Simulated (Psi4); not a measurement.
# Energy and gradient calculation of C3H5NO (charge +1) (part 2 of 2)

C3H5NO, charge +1, multiplicity 2; CAM-B3LYP/def2-SVP, UKS (Psi4 1.11). The geometry is that of the parent species in another charge or spin state. The geometry comes from this level: PBE0-D4/def2-TZVP.

Geometry of the input (Å):
```
C  -1.3411  0.1991  0.1521
O  -0.4733  -0.3027  -0.8400
C  0.7973  -0.6043  -0.3578
C  1.5407  0.5848  0.0857
N  2.1068  1.5202  0.4391
H  -2.3045  0.3649  -0.3270
H  -0.9752  1.1470  0.5632
H  -1.4636  -0.5219  0.9707
H  1.3532  -1.0764  -1.1707
H  0.7598  -1.3108  0.4847
```

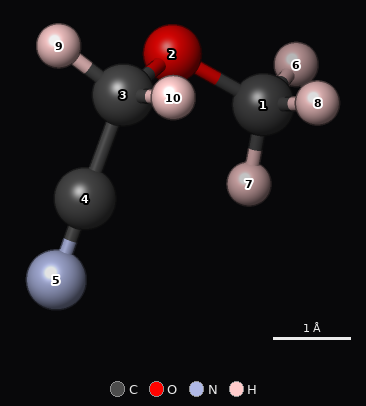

*The structure as given in the input (ball-and-stick view, seen at a tilt; atoms are numbered from 1 in the order of the input).*

**The program's output, continued**
```
  -Total Gradient:
     Atom            X                  Y                   Z
    ------   -----------------  -----------------  -----------------
       1        0.024608523019    -0.001860743972     0.026646684658
       2        0.016812688392    -0.006545230239    -0.028509947036
       3       -0.043159989920     0.001247934064     0.010807536912
       4        0.010906320663     0.004353878986     0.000753387475
       5       -0.003875675199    -0.004773899314    -0.001693129338
       6        0.004556635685    -0.000902277666     0.003457256794
       7       -0.010480889447    -0.006676120031    -0.005053004582
       8       -0.006807749023     0.007025511737    -0.007001438004
       9       -0.000537913239     0.003308233744     0.005341169011
      10        0.007984121557     0.004820793632    -0.004749892933

	total time  =          7 seconds =       0.12 minutes

Properties will be evaluated at   0.000000,   0.000000,   0.000000 [a0]

Properties computed using the CAM-B3LYP density matrix

  Mulliken Charges: (a.u.)
   Center  Symbol    Alpha    Beta     Spin     Total
       1     C     2.95331  2.97647 -0.02316  0.07022
       2     O     4.38697  3.62997  0.75699 -0.01694
       3     C     2.85533  2.89161 -0.03628  0.25306
       4     C     3.19483  3.14309  0.05173 -0.33792
       5     N     3.40035  3.39320  0.00715  0.20645
       6     H     0.42349  0.42429 -0.00080  0.15222
       7     H     0.45211  0.36251  0.08960  0.18538
       8     H     0.46291  0.37429  0.08862  0.16281
       9     H     0.42329  0.42318  0.00012  0.15353
      10     H     0.44742  0.38138  0.06604  0.17119

   Total alpha = 19.00000, Total beta = 18.00000, Total charge =  1.00000

  Mayer Bond Indices:

  Total Bond Index:
  Irrep: 1 Size: 10 x 10

                 1                   2                   3                   4                   5

    1     0.00000000000000     0.98299302298790     0.03827837923851     0.00396672630062     0.00669466451363
    2     0.98299302298790     0.00000000000000     0.93178413482418     0.03077053532122     0.02820739926503
    3     0.03827837923851     0.93178413482418     0.00000000000000     1.02757142947112     0.06135742261829
    4     0.00396672630062     0.03077053532122     1.02757142947112     0.00000000000000     3.07323462327538
    5     0.00669466451363     0.02820739926503     0.06135742261829     3.07323462327538     0.00000000000000
    6     0.96300050541688     0.00297153848633     0.00884083221780     0.00021607009535     0.00005185802449
    7     0.88694078282802     0.04859531413339     0.00100709085879     0.01434458749666     0.00664584242543
    8     0.88861184915920     0.04814989800216     0.01833224972500    -0.00019597574055     0.00123123552249
    9     0.00869327148213     0.00460261545570     0.90373965681116     0.04301154315294     0.01251165358641
   10     0.00788311562299     0.03412812113876     0.88660230963366     0.01504985243263     0.01298920832495

                 6                   7                   8                   9                  10

    1     0.96300050541688     0.88694078282802     0.88861184915920     0.00869327148213     0.00788311562299
    2     0.00297153848633     0.04859531413339     0.04814989800216     0.00460261545570     0.03412812113876
    3     0.00884083221780     0.00100709085879     0.01833224972500     0.90373965681116     0.88660230963366
    4     0.00021607009535     0.01434458749666    -0.00019597574055     0.04301154315294     0.01504985243263
    5     0.00005185802449     0.00664584242543     0.00123123552249     0.01251165358641     0.01298920832495
    6     0.00000000000000     0.00241936581048     0.00117478583185     0.00151284330697     0.00035741701092
    7     0.00241936581048     0.00000000000000     0.00971013125510     0.00029270734162     0.00287805856653
    8     0.00117478583185     0.00971013125510     0.00000000000000     0.00020976013924     0.00439156348121
    9     0.00151284330697     0.00029270734162     0.00020976013924     0.00000000000000     0.00542256955252
   10     0.00035741701092     0.00287805856653     0.00439156348121     0.00542256955252     0.00000000000000

  Alpha Contribution:
  Irrep: 1 Size: 10 x 10

                 1                   2                   3                   4                   5

    1     0.00000000000000     0.41117042283077     0.01668872988426    -0.00026698270746     0.00227936722999
    2     0.41117042283077     0.00000000000000     0.42605463581738     0.00245122982873     0.00690249155091
    3     0.01668872988426     0.42605463581738     0.00000000000000     0.52051811026341     0.03266669993328
    4    -0.00026698270746     0.00245122982873     0.52051811026341     0.00000000000000     1.53688126385515
    5     0.00227936722999     0.00690249155091     0.03266669993328     1.53688126385515     0.00000000000000
    6     0.48174123284492     0.00105872385219     0.00435591607672     0.00011577971812     0.00002356420565
    7     0.48676722583889     0.00421719889158    -0.00183981448498     0.00785456792311     0.00310952780367
    8     0.48566006682073     0.00326755137995     0.00884052265298    -0.00162284212859     0.00023730955387
    9     0.00431549460424     0.00210430761321     0.45202203047121     0.02169023630170     0.00631527403460
   10     0.00120877602073     0.00435414252265     0.47708741437355     0.00177774933624     0.00674382075939

                 6                   7                   8                   9                  10

    1     0.48174123284492     0.48676722583889     0.48566006682073     0.00431549460424     0.00120877602073
    2     0.00105872385219     0.00421719889158     0.00326755137995     0.00210430761321     0.00435414252265
    3     0.00435591607672    -0.00183981448498     0.00884052265298     0.45202203047121     0.47708741437355
    4     0.00011577971812     0.00785456792311    -0.00162284212859     0.02169023630170     0.00177774933624
    5     0.00002356420565     0.00310952780367     0.00023730955387     0.00631527403460     0.00674382075939
    6     0.00000000000000     0.00135696101493     0.00080736969257     0.00074974355342     0.00017568907874
    7     0.00135696101493     0.00000000000000     0.00014623098732     0.00013296368775    -0.00014947732204
    8     0.00080736969257     0.00014623098732     0.00000000000000     0.00009892132207     0.00162739600818
    9     0.00074974355342     0.00013296368775     0.00009892132207     0.00000000000000     0.00258733821859
   10     0.00017568907874    -0.00014947732204     0.00162739600818     0.00258733821859     0.00000000000000

  Beta Contribution:
  Irrep: 1 Size: 10 x 10

                 1                   2                   3                   4                   5

    1     0.00000000000000     0.57182260015713     0.02158964935424     0.00423370900808     0.00441529728364
    2     0.57182260015713     0.00000000000000     0.50572949900680     0.02831930549249     0.02130490771412
    3     0.02158964935424     0.50572949900680     0.00000000000000     0.50705331920772     0.02869072268501
    4     0.00423370900808     0.02831930549249     0.50705331920772     0.00000000000000     1.53635335942023
    5     0.00441529728364     0.02130490771412     0.02869072268501     1.53635335942023     0.00000000000000
    6     0.48125927257196     0.00191281463414     0.00448491614108     0.00010029037723     0.00002829381883
    7     0.40017355698913     0.04437811524182     0.00284690534377     0.00649001957355     0.00353631462177
    8     0.40295178233847     0.04488234662220     0.00949172707202     0.00142686638804     0.00099392596861
    9     0.00437777687789     0.00249830784249     0.45171762633995     0.02132130685124     0.00619637955181
   10     0.00667433960226     0.02977397861611     0.40951489526011     0.01327210309639     0.00624538756556

                 6                   7                   8                   9                  10

    1     0.48125927257196     0.40017355698913     0.40295178233847     0.00437777687789     0.00667433960226
    2     0.00191281463414     0.04437811524182     0.04488234662220     0.00249830784249     0.02977397861611
    3     0.00448491614108     0.00284690534377     0.00949172707202     0.45171762633995     0.40951489526011
    4     0.00010029037723     0.00649001957355     0.00142686638804     0.02132130685124     0.01327210309639
    5     0.00002829381883     0.00353631462177     0.00099392596861     0.00619637955181     0.00624538756556
    6     0.00000000000000     0.00106240479555     0.00036741613928     0.00076309975355     0.00018172793218
    7     0.00106240479555     0.00000000000000     0.00956390026778     0.00015974365388     0.00302753588857
    8     0.00036741613928     0.00956390026778     0.00000000000000     0.00011083881718     0.00276416747303
    9     0.00076309975355     0.00015974365388     0.00011083881718     0.00000000000000     0.00283523133393
   10     0.00018172793218     0.00302753588857     0.00276416747303     0.00283523133393     0.00000000000000

  Atomic Valences:

 #  #
 Irrep: 1
      1:    3.787062317549876
      2:    2.112202579614671
      3:    3.877513505398511
      4:    4.207969391805362
      5:    3.202923907556104
      6:    0.980545216201068
      7:    0.972833880716032
      8:    0.971615497375698
      9:    0.979996620828701
     10:    0.969702215764175

  Wiberg Bond Indices using Orthogonal Lowdin Orbitals:

  Total Bond Index:
  Irrep: 1 Size: 10 x 10

                 1                   2                   3                   4                   5

    1     0.00000000000000     1.19715070484126     0.07447542712139     0.01975602828400     0.00889459985313
    2     1.19715070484126     0.00000000000000     1.15183756545414     0.06973247360099     0.03743622421115
    3     0.07447542712139     1.15183756545414     0.00000000000000     1.05480462184357     0.11944858151017
    4     0.01975602828400     0.06973247360099     1.05480462184357     0.00000000000000     3.20727724040180
    5     0.00889459985313     0.03743622421115     0.11944858151017     3.20727724040180     0.00000000000000
    6     0.95543166169465     0.03502651094623     0.01049358408975     0.00072789764189     0.00037409328463
    7     0.88572941012114     0.07219090355633     0.01211396309219     0.01233614646720     0.00638139695107
    8     0.89033960596165     0.07096842863855     0.01472339061507     0.00274373740205     0.00159393456247
    9     0.01047071573320     0.03442043997751     0.91466957143462     0.05095515629394     0.02259338467903
   10     0.01556615020602     0.05827921990204     0.87315737257935     0.05112169133156     0.02213769785086

                 6                   7                   8                   9                  10

    1     0.95543166169465     0.88572941012114     0.89033960596165     0.01047071573320     0.01556615020602
    2     0.03502651094623     0.07219090355633     0.07096842863855     0.03442043997751     0.05827921990204
    3     0.01049358408975     0.01211396309219     0.01472339061507     0.91466957143462     0.87315737257935
    4     0.00072789764189     0.01233614646720     0.00274373740205     0.05095515629394     0.05112169133156
    5     0.00037409328463     0.00638139695107     0.00159393456247     0.02259338467903     0.02213769785086
    6     0.00000000000000     0.03359040944775     0.03304163320939     0.00098574084660     0.00068182588399
    7     0.03359040944775     0.00000000000000     0.04067329952595     0.00066947581082     0.00327688378778
    8     0.03304163320939     0.04067329952595     0.00000000000000     0.00062683462824     0.00686872523361
    9     0.00098574084660     0.00066947581082     0.00062683462824     0.00000000000000     0.03340585419065
   10     0.00068182588399     0.00327688378778     0.00686872523361     0.03340585419065     0.00000000000000

  Alpha Contribution:
  Irrep: 1 Size: 10 x 10

                 1                   2                   3                   4                   5

    1     0.00000000000000     0.53635923963806     0.03293209947200     0.00731625017396     0.00309684450630
    2     0.53635923963806     0.00000000000000     0.55042619188948     0.02865797351660     0.01144550360296
    3     0.03293209947200     0.55042619188948     0.00000000000000     0.54124903775166     0.06081315761290
    4     0.00731625017396     0.02865797351660     0.54124903775166     0.00000000000000     1.60865808177479
    5     0.00309684450630     0.01144550360296     0.06081315761290     1.60865808177479     0.00000000000000
    6     0.47794062798147     0.01664507329689     0.00511205886318     0.00029942377126     0.00015559442729
    7     0.48115500389791     0.01869825938580     0.00417255226089     0.00507933528284     0.00250093380050
    8     0.48221335483915     0.01828107841903     0.00539769287839     0.00041268909000     0.00016559731422
    9     0.00509809807801     0.01676155400498     0.45728142473429     0.02562012810905     0.01132678363767
   10     0.00513392084163     0.01854356956150     0.46183423847923     0.02499821718810     0.01097891088110

                 6                   7                   8                   9                  10

    1     0.47794062798147     0.48115500389791     0.48221335483915     0.00509809807801     0.00513392084163
    2     0.01664507329689     0.01869825938580     0.01828107841903     0.01676155400498     0.01854356956150
    3     0.00511205886318     0.00417255226089     0.00539769287839     0.45728142473429     0.46183423847923
    4     0.00029942377126     0.00507933528284     0.00041268909000     0.02562012810905     0.02499821718810
    5     0.00015559442729     0.00250093380050     0.00016559731422     0.01132678363767     0.01097891088110
    6     0.00000000000000     0.01714124519196     0.01703288780498     0.00049250679875     0.00029139751923
    7     0.01714124519196     0.00000000000000     0.01634442524312     0.00028383967268     0.00033820974954
    8     0.01703288780498     0.01634442524312     0.00000000000000     0.00026110257854     0.00217815368258
    9     0.00049250679875     0.00028383967268     0.00026110257854     0.00000000000000     0.01699628367593
   10     0.00029139751923     0.00033820974954     0.00217815368258     0.01699628367593     0.00000000000000

  Beta Contribution:
  Irrep: 1 Size: 10 x 10

                 1                   2                   3                   4                   5

    1     0.00000000000000     0.66079146520320     0.04154332764938     0.01243977811004     0.00579775534683
    2     0.66079146520320     0.00000000000000     0.60141137356466     0.04107450008439     0.02599072060819
    3     0.04154332764938     0.60141137356466     0.00000000000000     0.51355558409191     0.05863542389727
    4     0.01243977811004     0.04107450008439     0.51355558409191     0.00000000000000     1.59861915862702
    5     0.00579775534683     0.02599072060819     0.05863542389727     1.59861915862702     0.00000000000000
    6     0.47749103371318     0.01838143764935     0.00538152522657     0.00042847387062     0.00021849885735
    7     0.40457440622323     0.05349264417052     0.00794141083130     0.00725681118436     0.00388046315057
    8     0.40812625112250     0.05268735021952     0.00932569773669     0.00233104831205     0.00142833724825
    9     0.00537261765520     0.01765888597253     0.45738814670033     0.02533502818490     0.01126660104136
   10     0.01043222936439     0.03973565034054     0.41132313410012     0.02612347414346     0.01115878696976

                 6                   7                   8                   9                  10

    1     0.47749103371318     0.40457440622323     0.40812625112250     0.00537261765520     0.01043222936439
    2     0.01838143764935     0.05349264417052     0.05268735021952     0.01765888597253     0.03973565034054
    3     0.00538152522657     0.00794141083130     0.00932569773669     0.45738814670033     0.41132313410012
    4     0.00042847387062     0.00725681118436     0.00233104831205     0.02533502818490     0.02612347414346
    5     0.00021849885735     0.00388046315057     0.00142833724825     0.01126660104136     0.01115878696976
    6     0.00000000000000     0.01644916425579     0.01600874540442     0.00049323404785     0.00039042836475
    7     0.01644916425579     0.00000000000000     0.02432887428283     0.00038563613813     0.00293867403824
    8     0.01600874540442     0.02432887428283     0.00000000000000     0.00036573204970     0.00469057155104
    9     0.00049323404785     0.00038563613813     0.00036573204970     0.00000000000000     0.01640957051472
   10     0.00039042836475     0.00293867403824     0.00469057155104     0.01640957051472     0.00000000000000

  Atomic Valences:

 #  #
 Irrep: 1
      1:    4.057814303816428
      2:    2.727042471128196
      3:    4.225724077740256
      4:    4.469454993267003
      5:    3.426137153304317
      6:    1.070353357044892
      7:    1.066961888760212
      8:    1.061579589776985
      9:    1.068797173594614
     10:    1.064495420965871
```

**Standard output**
```
gradient / Eh bohr^-1
[[ 0.024609 -0.001861  0.026647]
 [ 0.016813 -0.006545 -0.02851 ]
 [-0.04316   0.001248  0.010808]
 [ 0.010906  0.004354  0.000753]
 [-0.003876 -0.004774 -0.001693]
 [ 0.004557 -0.000902  0.003457]
 [-0.010481 -0.006676 -0.005053]
 [-0.006808  0.007026 -0.007001]
 [-0.000538  0.003308  0.005341]
 [ 0.007984  0.004821 -0.00475 ]]
energy = -246.5559259595 Eh
CURRENT ENERGY                                   -246.5559259595
CURRENT REFERENCE ENERGY                         -246.5559259595
DD SOLVATION ENERGY                                 0.0000000000
DFT FUNCTIONAL TOTAL ENERGY                      -246.5559259595
DFT TOTAL ENERGY                                 -246.5559259595
DFT VV10 ENERGY                                     0.0000000000
DFT XC ENERGY                                     -24.1192900218
GRID ELECTRONS ALPHA                               18.9999995970
GRID ELECTRONS BETA                                17.9999995463
GRID ELECTRONS TOTAL                               36.9999991433
NUCLEAR REPULSION ENERGY                          160.8821464672
ONE-ELECTRON ENERGY                              -642.6370338402
PCM POLARIZATION ENERGY                             0.0000000000
PE ENERGY                                           0.0000000000
SCF ITERATION ENERGY                             -246.5559259595
SCF ITERATIONS                                     21.0000000000
SCF TOTAL ENERGY                                 -246.5559259595
TWO-ELECTRON ENERGY                               259.3182514351
XC GRID RADIAL POINTS                              99.0000000000
XC GRID SPHERICAL POINTS                          590.0000000000
XC GRID TOTAL POINTS                           548815.0000000000
```

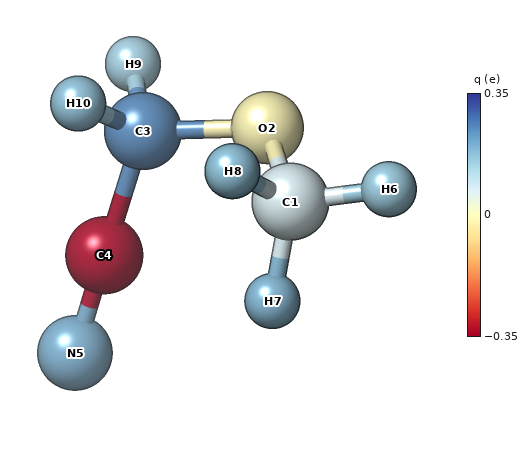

*Mulliken charges, as the colour of each atom (ball-and-stick view, seen at a tilt; atoms are numbered from 1 in the order of the input).*

By element: C −0.34 to +0.25, O −0.02, N +0.21 and H +0.15 to +0.19 e.

**Key numbers**

```tsv
quantity	value
outcome	converged
total energy	−246.555926 hartree
basis functions	95
largest force	2.289 eV/Å
⟨S²⟩	0.755
hardware	1 thread of Intel Xeon (Granite Rapids), 12 GiB of memory available, shared host
wall time	52 s
peak memory	1.1 GiB
```
